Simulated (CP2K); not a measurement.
# CH4FGeN (SMILES [H]/N=[C](/F)[GeH3]) at B3LYP/6-31G(d) (spherical functions)

What is the vertical singlet–triplet gap of CH4FGeN at B3LYP/6-31G* (spherical functions)? 

Program for the calculation: CP2K 2026.2.

9 further runs of the same task are left out: 4 that didn't finish, 5 set aside as unsound or not needed.

### Step 1. The molecule

The species is CH4FGeN (8 atoms), meant as a singlet with charge 0. SMILES: `[H]/N=[C](/F)[GeH3]`. The shape is that of a PBE0-D4/def2-TZVP optimisation.

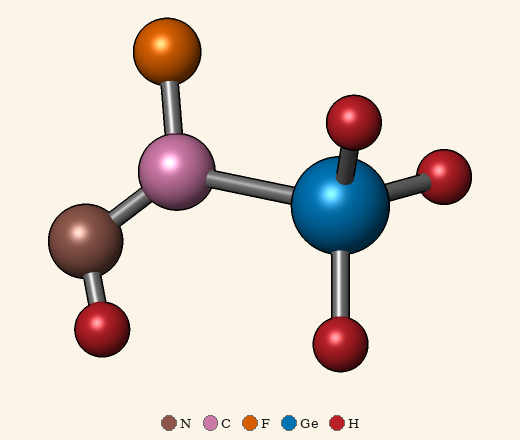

Viewed from a chosen angle; nitrogen brown, carbon pink, fluorine orange, germanium blue, hydrogen red.

### Step 2. The energy at B3LYP/6-31G(d) (spherical functions)

Contents of run.inp:

```
&GLOBAL
  PROJECT run
  RUN_TYPE ENERGY
  PRINT_LEVEL MEDIUM
&END GLOBAL

&FORCE_EVAL
  METHOD QS
  &DFT
    BASIS_SET_FILE_NAME ./6_31gs.basis
    POTENTIAL_FILE_NAME POTENTIAL
    CHARGE 0
    MULTIPLICITY 1
    ! Quickstep
    &QS
      METHOD GAPW
      EPS_DEFAULT 1.0E-10
    &END QS
    &MGRID
      CUTOFF 280
      REL_CUTOFF 50
      NGRIDS 4
    &END MGRID
    &POISSON
      PERIODIC NONE
      POISSON_SOLVER MULTIPOLE
    &END POISSON
    ! self-consistent field
    &SCF
      SCF_GUESS ATOMIC
      EPS_SCF 1.0E-07
      MAX_SCF 80
      ADDED_MOS 3
      &DIAGONALIZATION
        ALGORITHM STANDARD
      &END DIAGONALIZATION
      &MIXING
        METHOD DIRECT_P_MIXING
        ALPHA 0.4
      &END MIXING
    &END SCF
    &XC
      &XC_FUNCTIONAL
        &HYB_GGA_XC_B3LYP
        &END HYB_GGA_XC_B3LYP
      &END XC_FUNCTIONAL
      &HF
        FRACTION 0.2
        &SCREENING
          EPS_SCHWARZ 1.0E-10
          SCREEN_ON_INITIAL_P F
        &END SCREENING
        &INTERACTION_POTENTIAL
          POTENTIAL_TYPE COULOMB
        &END INTERACTION_POTENTIAL
        &MEMORY
          MAX_MEMORY 1050
        &END MEMORY
      &END HF
    &END XC
    &PRINT
      &MOMENTS
        PERIODIC F
        REFERENCE COM
        MAX_MOMENT 1
      &END MOMENTS
      &MO ON
        ENERGIES T
        OCCUPATION_NUMBERS T
        NDIGITS 6
        &EACH
          QS_SCF 0
        &END EACH
        ADD_LAST NUMERIC
      &END MO
      &LOWDIN ON
      &END LOWDIN
      &HIRSHFELD OFF
      &END HIRSHFELD
    &END PRINT
  &END DFT
  ! atoms, cell and kinds
  &SUBSYS
    ! box in angstrom
    &CELL
      ABC [angstrom] 10.7 9.5 10.3
      PERIODIC NONE
    &END CELL
    &COORD
      N      7.181050     5.208650     4.727250
      C      6.193250     5.013650     5.461350
      F      6.422550     4.859250     6.778150
      Ge     4.265250     4.882550     5.040250
      H      6.902350     5.311750     3.755850
      H      3.518950     5.993250     5.786050
      H      4.135450     5.057950     3.521850
      H      3.754450     3.506750     5.479450
    &END COORD
    &KIND N
      BASIS_SET 6-31Gs
      POTENTIAL ALL
      LEBEDEV_GRID 194
      RADIAL_GRID 100
    &END KIND
    &KIND C
      BASIS_SET 6-31Gs
      POTENTIAL ALL
      LEBEDEV_GRID 194
      RADIAL_GRID 100
    &END KIND
    &KIND F
      BASIS_SET 6-31Gs
      POTENTIAL ALL
      LEBEDEV_GRID 194
      RADIAL_GRID 100
    &END KIND
    &KIND Ge
      BASIS_SET 6-31Gs
      POTENTIAL ALL
      LEBEDEV_GRID 194
      RADIAL_GRID 100
    &END KIND
    &KIND H
      BASIS_SET 6-31Gs
      POTENTIAL ALL
      LEBEDEV_GRID 194
      RADIAL_GRID 100
    &END KIND
  &END SUBSYS
&END FORCE_EVAL
```

On the command line:

```sh
$ OMP_NUM_THREADS=1 cp2k.psmp run.inp > run.out
```

The log of the run, shortened:

```text
CP2K| version string:                                       CP2K version 2026.2
[...]
 GLOBAL| Method name                                                        CP2K
[...]
 GLOBAL| Run type                                                         ENERGY
[...]
 DFT| Spin restricted Kohn-Sham (RKS) calculation                            RKS
 DFT| Multiplicity                                                             1
[...]
 DFT| Charge                                                                   0
[...]
 FUNCTIONAL| HYB_GGA_XC_B3LYP:
[...]
 QS| Method:                                                                GAPW
[...]
 QS| Density cutoff [a.u.]:                                                140.0
[...]
 QS| Relative density cutoff [a.u.]:                                        25.0
[...]
                             - Atoms:                                          8
[...]
                             - Spherical basis functions:                     82
[...]
 Number of electrons:                                                         58
[...]
     1 P_Mix/Diag. 0.40E+00    7.5     0.58945454     -2272.4846493126 -2.27E+03
[...]
    17 DIIS/Diag.  0.16E-06    1.3     0.00000004     -2271.8268571596 -2.73E-12
  *** SCF run converged in    17 steps ***
[...]
  Overlap energy of the core charge distribution:               0.00002042358707
  Self energy of the core charge distribution:               -722.05291772779162
  Core Hamiltonian energy:                                  -1721.04005983486718
  Hartree energy:                                             172.97961826945746
  Exchange-correlation energy:                                -18.96345659324268
  Hartree-Fock Exchange energy:                               -20.12011534030479
[...]
                     Mulliken Population Analysis
 #  Atom  Element  Kind  Atomic population                           Net charge
       1     N        1          7.482366                             -0.482366
       2     C        2          5.553996                              0.446004
       3     F        3          9.273578                             -0.273578
       4     Ge       4         32.137203                             -0.137203
       5     H        5          0.688877                              0.311123
       6     H        5          0.948655                              0.051345
       7     H        5          0.966421                              0.033579
       8     H        5          0.948904                              0.051096
 # Total charge                             58.000000                  0.000000
[...]
  Dipole moment [Debye]
    X= -0.2400430E+01 Y= -0.2868270E-01 Z= -0.1549917E+01  Total=      2.8574693
 ENERGY| Total FORCE_EVAL ( QS ) energy [hartree]          -2271.826857159586325
[...]
```

It took 29 s on 1 thread of Arm Neoverse V2, shared host; peak memory 0.6 GiB.

### Step 3. The triplet

Contents of mol.inp:

```
&GLOBAL
  PROJECT_NAME mol
  RUN_TYPE ENERGY
  PRINT_LEVEL MEDIUM
&END GLOBAL

&FORCE_EVAL
  METHOD QUICKSTEP
  &DFT
    BASIS_SET_FILE_NAME ./6_31gs.basis
    POTENTIAL_FILE_NAME POTENTIAL
    MULTIPLICITY 3
    UKS T
    # Quickstep
    &QS
      METHOD GAPW
      EPS_DEFAULT 1.0E-10
    &END QS
    # plane-wave cutoff in Ry
    &MGRID
      CUTOFF 280
      REL_CUTOFF 50
      NGRIDS 4
    &END MGRID
    # isolated system
    &POISSON
      PERIODIC NONE
      POISSON_SOLVER MULTIPOLE
    &END POISSON
    &SCF
      SCF_GUESS ATOMIC
      EPS_SCF 1.0E-06
      MAX_SCF 50
      &OT
        MINIMIZER DIIS
        PRECONDITIONER FULL_ALL
      &END OT
      &OUTER_SCF
        EPS_SCF 1.0E-06
        MAX_SCF 10
      &END OUTER_SCF
    &END SCF
    # exchange and correlation
    &XC
      &XC_FUNCTIONAL
        &HYB_GGA_XC_B3LYP
        &END HYB_GGA_XC_B3LYP
      &END XC_FUNCTIONAL
      &HF
        FRACTION 0.2
        &SCREENING
          EPS_SCHWARZ 1.0E-10
        &END SCREENING
        &MEMORY
          MAX_MEMORY 1050
        &END MEMORY
      &END HF
    &END XC
    &PRINT
      &MOMENTS
        PERIODIC F
        REFERENCE COM
        MAX_MOMENT 1
      &END MOMENTS
      &MO_CUBES
        NLUMO 1
        NHOMO -1
        WRITE_CUBE F
      &END MO_CUBES
      &LOWDIN ON
      &END LOWDIN
      &HIRSHFELD OFF
      &END HIRSHFELD
    &END PRINT
  &END DFT
  # atoms, cell and kinds
  &SUBSYS
    &CELL
      ABC 10.7 9.5 10.3
      PERIODIC NONE
    &END CELL
    &COORD
      N      1.895900     0.222300    -0.348500
      C      0.908100     0.027300     0.385600
      F      1.137400    -0.127100     1.702400
      Ge    -1.019900    -0.103800    -0.035500
      H      1.617200     0.325400    -1.319900
      H     -1.766200     1.006900     0.710300
      H     -1.149700     0.071600    -1.553900
      H     -1.530700    -1.479600     0.403700
    &END COORD
    &TOPOLOGY
      &CENTER_COORDINATES
      &END CENTER_COORDINATES
    &END TOPOLOGY
    &KIND N
      BASIS_SET 6-31Gs
      POTENTIAL ALL
      LEBEDEV_GRID 194
      RADIAL_GRID 100
    &END KIND
    &KIND C
      BASIS_SET 6-31Gs
      POTENTIAL ALL
      LEBEDEV_GRID 194
      RADIAL_GRID 100
    &END KIND
    &KIND F
      BASIS_SET 6-31Gs
      POTENTIAL ALL
      LEBEDEV_GRID 194
      RADIAL_GRID 100
    &END KIND
    &KIND Ge
      BASIS_SET 6-31Gs
      POTENTIAL ALL
      LEBEDEV_GRID 194
      RADIAL_GRID 100
    &END KIND
    &KIND H
      BASIS_SET 6-31Gs
      POTENTIAL ALL
      LEBEDEV_GRID 194
      RADIAL_GRID 100
    &END KIND
  &END SUBSYS
&END FORCE_EVAL
```

On the command line:

```sh
$ OMP_NUM_THREADS=1 cp2k.psmp mol.inp > mol.out
```

The log of the run, shortened:

```text
CP2K| version string:                                       CP2K version 2026.2
[...]
 GLOBAL| Method name                                                        CP2K
[...]
 GLOBAL| Run type                                                         ENERGY
[...]
 DFT| Spin unrestricted (spin-polarized) Kohn-Sham calculation               UKS
 DFT| Multiplicity                                                             3
[...]
 DFT| Charge                                                                   0
[...]
 FUNCTIONAL| HYB_GGA_XC_B3LYP:
[...]
 QS| Method:                                                                GAPW
[...]
 QS| Density cutoff [a.u.]:                                                140.0
[...]
 QS| Relative density cutoff [a.u.]:                                        25.0
[...]
                             - Atoms:                                          8
[...]
                             - Spherical basis functions:                     82
[...]
 Number of electrons:                                                         30
[...]
     1 OT DIIS     0.15E+00    8.4     0.29825159     -2166.9754939458 -2.17E+03
[...]
    28 OT DIIS     0.15E+00    2.2     0.00000087     -2271.6455823382 -2.91E-08
  *** SCF run converged in    28 steps ***
[...]
  Overlap energy of the core charge distribution:               0.00002042358707
  Self energy of the core charge distribution:               -722.05291772779162
  Core Hamiltonian energy:                                  -1720.79218265148052
  Hartree energy:                                             172.86423411079875
  Exchange-correlation energy:                                -18.97369435744227
  Hartree-Fock Exchange energy:                               -20.12648085984716
[...]
  Dipole moment [Debye]
    X= -0.1237509E+01 Y=  0.1338563E+00 Z= -0.1945612E+01  Total=      2.3097078
[...]
 HOMO - LUMO gap [eV] :    2.645471
 ENERGY| Total FORCE_EVAL ( QS ) energy [hartree]          -2271.645582338202530
[...]
```

It took 3.1 min on 1 thread of Arm Neoverse V2, shared host; peak memory 0.73 GiB.

### Step 4. Outcome

At B3LYP/6-31G* (spherical functions):

```
                                        quantity           value
                           singlet: total energy  -2271.82686 Eh
                          singlet: dipole moment          2.86 D
                            singlet: HOMO energy        -7.59 eV
                            singlet: LUMO energy        -0.39 eV
                          singlet: HOMO–LUMO gap         7.20 eV
                           triplet: total energy  -2271.64558 Eh
                          triplet: dipole moment          2.31 D
     triplet: HOMO energy (highest over α and β)        -2.65 eV
                                   triplet: ⟨S²⟩           2.006
vertical energy of the triplet above the singlet        4.933 eV
```

At this shape the triplet lies 4.93 eV (114 kcal/mol) above the singlet.
